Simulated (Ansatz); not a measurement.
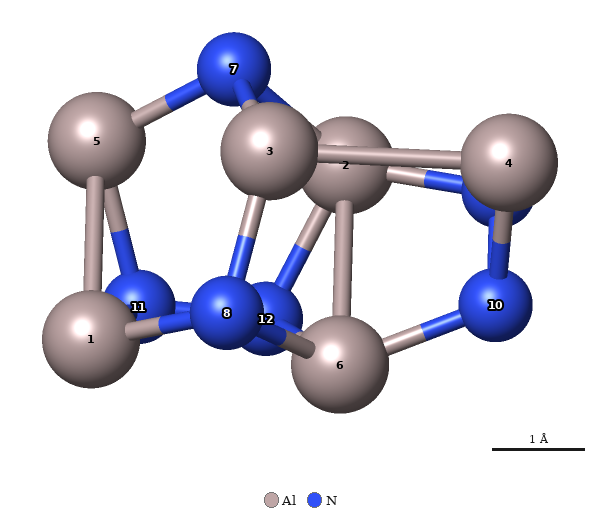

Figure 1. The input geometry (ball-and-stick view, seen at a tilt; atoms are numbered from 1 in the order of the input). Sticks mark near contacts.

# Al6N6: geometry relaxation (part 1 of 2)

- system: Al6N6
- method: RKS PBE-D4/def2-SVP (Ansatz 0.2.0)

The geometry: GFN2-xTB start. Figures and captions count atoms from 1; the log counts them from 0 in places.

What the program printed
```
Functional definition: PBE
  name "PBE"
  cite "Perdew, Burke & Ernzerhof, Phys. Rev. Lett. 77, 3865 (1996) doi:10.1103/PhysRevLett.77.3865"
  parent pbe
  parameter kappa = 0.804
  parameter beta = 0.06672455060314922
  exchange = pbe_x(kappa = kappa, mu = beta*pi^2/3)
  correlation = pbe_c(beta = beta)
these checks for a lower state are left out or cut short: stability, starts, cluster_reference, orbital_swaps, neighbouring_geometries, increment
2190 factors; their error is unknown
mean field evaluation 1: about -48413.0428 eV, gradient 1.5e2 eV
mean field evaluation 2: about -47741.2825 eV, gradient 4.2e2 eV
mean field evaluation 4: about -48285.1282 eV, gradient 2.2e2 eV
mean field evaluation 8: about -48470.2785 eV, gradient 6.2e0 eV
mean field evaluation 16: about -48470.7190 eV, gradient 1.8e-6 eV
mean field -48470.71904484 eV, -1781.2660702645 hartree, gradient 1.8e-6 eV, S^2 0.000000; 0 other end points of the search recorded, 0 dependent functions left out
the calculation of the forces begins
reference -48470.71909106 eV, -1781.2660719630 hartree; 60, 60 occupied and 132, 132 virtual orbitals, 2190 factors
relax step   1: F+E_penalty+E_count = -48471.61566759 eV  Δ(F+E_penalty+E_count) = +0.000e0 eV  max|allowed force component| = 1.573e0 eV/Å  Δτ_max = 0.0000 Å  (59 SCF iters, accepted)
these checks for a lower state are left out or cut short: stability, starts, cluster_reference, orbital_swaps, neighbouring_geometries, increment
2190 factors; their error is unknown
mean field -48471.05147508 eV, -1781.2782868506 hartree, gradient 1.7e-6 eV, S^2 0.000000; 0 other end points of the search recorded, 0 dependent functions left out
the calculation of the forces begins
reference -48471.05152149 eV, -1781.2782885559 hartree; 60, 60 occupied and 132, 132 virtual orbitals, 2190 factors
relax step   2: F+E_penalty+E_count = -48471.93947735 eV  Δ(F+E_penalty+E_count) = -3.238e-1 eV  max|allowed force component| = 9.379e-1 eV/Å  Δτ_max = 0.0859 Å  (39 SCF iters, accepted)
these checks for a lower state are left out or cut short: stability, starts, cluster_reference, orbital_swaps, neighbouring_geometries, increment
2190 factors; their error is unknown
mean field evaluation 32: about -48471.2047 eV, gradient 3.1e-3 eV
mean field -48471.20474618 eV, -1781.2839194594 hartree, gradient 2.8e-6 eV, S^2 0.000000; 0 other end points of the search recorded, 0 dependent functions left out
the calculation of the forces begins
reference -48471.20479275 eV, -1781.2839211711 hartree; 60, 60 occupied and 132, 132 virtual orbitals, 2190 factors
relax step   3: F+E_penalty+E_count = -48472.08560673 eV  Δ(F+E_penalty+E_count) = -1.461e-1 eV  max|allowed force component| = 6.421e-1 eV/Å  Δτ_max = 0.0752 Å  (33 SCF iters, accepted)
these checks for a lower state are left out or cut short: stability, starts, cluster_reference, orbital_swaps, neighbouring_geometries, increment
2190 factors; their error is unknown
mean field -48471.20515150 eV, -1781.2839343548 hartree, gradient 1.9e-6 eV, S^2 0.000000; 0 other end points of the search recorded, 0 dependent functions left out
the calculation of the forces begins
reference -48471.20519810 eV, -1781.2839360672 hartree; 60, 60 occupied and 132, 132 virtual orbitals, 2190 factors
relax step   4: F+E_penalty+E_count = -48472.08606280 eV  Δ(F+E_penalty+E_count) = -4.561e-4 eV  max|allowed force component| = 4.310e-1 eV/Å  Δτ_max = 0.1011 Å  (36 SCF iters, accepted)
these checks for a lower state are left out or cut short: stability, starts, cluster_reference, orbital_swaps, neighbouring_geometries, increment
2190 factors; their error is unknown
mean field -48471.24000032 eV, -1781.2852150253 hartree, gradient 2.4e-6 eV, S^2 0.000000; 0 other end points of the search recorded, 0 dependent functions left out
the calculation of the forces begins
reference -48471.24004695 eV, -1781.2852167388 hartree; 60, 60 occupied and 132, 132 virtual orbitals, 2190 factors
relax step   5: F+E_penalty+E_count = -48472.11952087 eV  Δ(F+E_penalty+E_count) = -3.346e-2 eV  max|allowed force component| = 3.194e-1 eV/Å  Δτ_max = 0.0461 Å  (31 SCF iters, accepted)
these checks for a lower state are left out or cut short: stability, starts, cluster_reference, orbital_swaps, neighbouring_geometries, increment
2190 factors; their error is unknown
mean field -48471.24283174 eV, -1781.2853190779 hartree, gradient 2.6e-6 eV, S^2 0.000000; 0 other end points of the search recorded, 0 dependent functions left out
the calculation of the forces begins
reference -48471.24287829 eV, -1781.2853207888 hartree; 60, 60 occupied and 132, 132 virtual orbitals, 2190 factors
relax step   6: F+E_penalty+E_count = -48472.12084134 eV  Δ(F+E_penalty+E_count) = -1.320e-3 eV  max|allowed force component| = 1.730e-1 eV/Å  Δτ_max = 0.0322 Å  (28 SCF iters, accepted)
these checks for a lower state are left out or cut short: stability, starts, cluster_reference, orbital_swaps, neighbouring_geometries, increment
2190 factors; their error is unknown
mean field evaluation 64: about -48471.2463 eV, gradient 1.5e-6 eV
mean field -48471.24634385 eV, -1781.2854481456 hartree, gradient 1.6e-6 eV, S^2 0.000000; 0 other end points of the search recorded, 0 dependent functions left out
the calculation of the forces begins
reference -48471.24639049 eV, -1781.2854498597 hartree; 60, 60 occupied and 132, 132 virtual orbitals, 2190 factors
relax step   7: F+E_penalty+E_count = -48472.12474408 eV  Δ(F+E_penalty+E_count) = -3.903e-3 eV  max|allowed force component| = 8.397e-2 eV/Å  Δτ_max = 0.0213 Å  (28 SCF iters, accepted)
these checks for a lower state are left out or cut short: stability, starts, cluster_reference, orbital_swaps, neighbouring_geometries, increment
2190 factors; their error is unknown
mean field -48471.24572652 eV, -1781.2854254592 hartree, gradient 2.7e-6 eV, S^2 0.000000; 0 other end points of the search recorded, 0 dependent functions left out
the calculation of the forces begins
reference -48471.24577314 eV, -1781.2854271723 hartree; 60, 60 occupied and 132, 132 virtual orbitals, 2190 factors
relax step   8: F+E_penalty+E_count = -48472.12458603 eV  Δ(F+E_penalty+E_count) = +1.581e-4 eV  max|allowed force component| = 7.478e-2 eV/Å  Δτ_max = 0.0136 Å  (28 SCF iters, rejected (line search))
these checks for a lower state are left out or cut short: stability, starts, cluster_reference, orbital_swaps, neighbouring_geometries, increment
2190 factors; their error is unknown
mean field -48471.24732310 eV, -1781.2854841324 hartree, gradient 1.8e-6 eV, S^2 0.000000; 0 other end points of the search recorded, 0 dependent functions left out
the calculation of the forces begins
reference -48471.24736972 eV, -1781.2854858457 hartree; 60, 60 occupied and 132, 132 virtual orbitals, 2190 factors
relax step   9: F+E_penalty+E_count = -48472.12567947 eV  Δ(F+E_penalty+E_count) = -9.354e-4 eV  max|allowed force component| = 2.179e-2 eV/Å  Δτ_max = 0.0068 Å  (29 SCF iters, accepted)
```

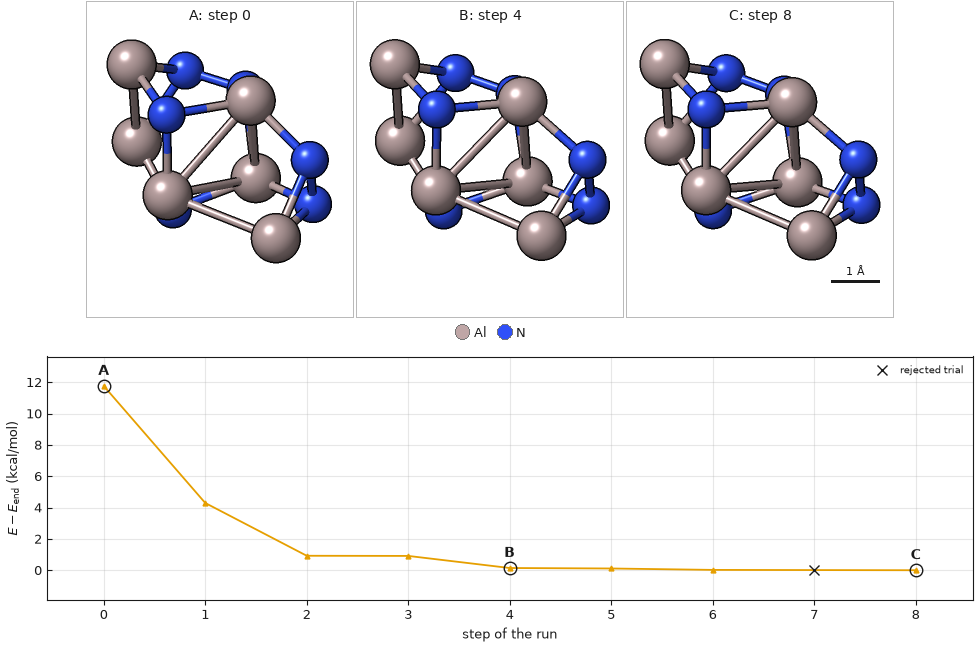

Figure 2. Frames of the relaxation (ball-and-stick view, seen at a tilt) above the curves, on which the letters mark them (the first geometry is step 0 here and step 1 in the log).

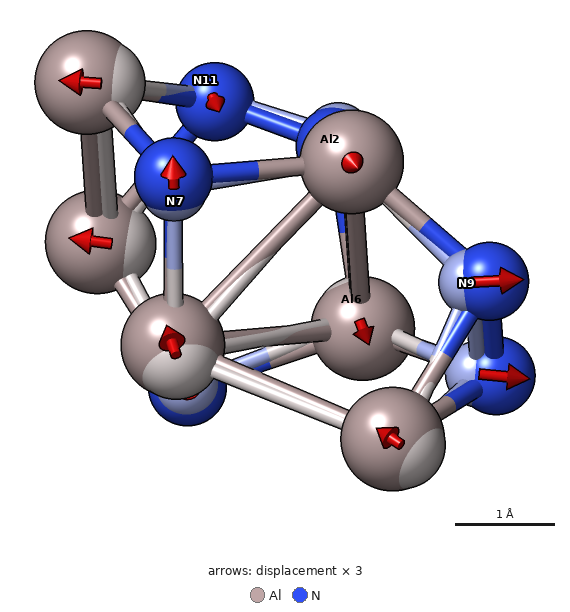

Figure 3. Start (faint) and end (solid) with the displacements as red arrows, magnified 3 times (ball-and-stick view, seen at a tilt). The two geometries are laid on each other by the best rigid fit. The largest moves after the best rigid fit, 0.18 Å, are those of N9 and N10. Largest moves by element: N 0.18 Å, Al 0.15 Å. Among the contacts that change: Al2–Al6 2.615 → 2.706 Å, Al2–N9 1.812 → 1.881 Å, Al4–N10 1.837 → 1.903 Å, Al1–N11 1.889 → 1.950 Å. Among the angles that change: Al4–N10–Al6 112.7° → 100.2°, N7–Al2–N9 119.4° → 128.8°, N8–Al6–N10 119.5° → 128.8°. The energy falls by 11.8 kcal/mol in 8 geometry steps. Largest force component: 1.6 eV/Å at the start, 0.022 eV/Å at the end. The line search rejected the trial step at point 7 (counted from 0) and went back. (Atoms are counted from 1 in the order of the input.)

```
Total energy: -48472.12572609 eV, -1781.3177648471 hartree
Atom 0 at    -1.583326    -0.322452    -2.094447 Å, force     0.012047    -0.001005     0.007528 eV/Å
Atom 1 at     1.514933     0.276636     0.299821 Å, force    -0.001493    -0.000271     0.002281 eV/Å
Atom 2 at    -0.917944     1.263664     0.196015 Å, force     0.000866    -0.001903     0.000990 eV/Å
Atom 3 at    -0.214485     0.632645     2.608632 Å, force    -0.004057     0.005750     0.002342 eV/Å
Atom 4 at     0.487471     1.214594    -2.299591 Å, force    -0.002671    -0.011713     0.009569 eV/Å
Atom 5 at    -0.650929    -1.332053     0.514164 Å, force     0.003334     0.004176     0.001611 eV/Å
Atom 6 at     0.752588     1.784561    -0.529833 Å, force    -0.003854    -0.001777    -0.006049 eV/Å
Atom 7 at    -1.975329    -0.240687    -0.259378 Å, force    -0.000394     0.002627    -0.009493 eV/Å
Atom 8 at     1.372403    -0.280390     2.091173 Å, force     0.001157    -0.007973    -0.006354 eV/Å
Atom 9 at     0.146292    -1.193683     2.213246 Å, force     0.005207    -0.001197    -0.007811 eV/Å
Atom 10 at     0.326055    -0.704298    -1.995116 Å, force    -0.010795     0.012920    -0.016405 eV/Å
Atom 11 at     0.742290    -1.098546    -0.744696 Å, force     0.000653     0.000366     0.021792 eV/Å
Dipole moment:    -0.185366     0.258505     0.053650 e Å
Checks for a lower state left out: stability, starts, cluster_reference, orbital_swaps, neighbouring_geometries, increment
```

Trajectory as extended XYZ (Å, eV, eV/Å), 9 frames, from step=1 to step=9
```
12
Properties=species:S:1:pos:R:3:forces:R:3 step=1 energy=-48471.61567
Al   -1.5212   -0.4032   -1.9802   -0.5415   0.3224  -1.3491
Al    1.4877    0.2262    0.2208    0.3050   0.2499  -0.1993
Al   -0.9448    1.3190    0.3232   -0.3657   0.5495   0.4322
Al   -0.1973    0.6207    2.7238   -0.8357   1.1731   0.4883
Al    0.5605    1.1443   -2.1882   -0.3287   0.4673  -1.3732
Al   -0.6054   -1.3277    0.4299   -0.3490  -0.2441  -0.1499
N     0.6488    1.7555   -0.4746    0.9689   0.1712   0.3005
N    -1.9102   -0.1441   -0.2191   -0.3985  -0.8275   0.4340
N     1.2675   -0.1896    1.9710    1.5730  -0.0931   0.4287
N     0.0761   -1.0823    2.0910   -0.2783  -1.4970   0.6683
N     0.3379   -0.7293   -2.0671    0.0204  -0.1372  -0.9486
N     0.8004   -1.1895   -0.8304    0.2301  -0.1346   1.2681
```
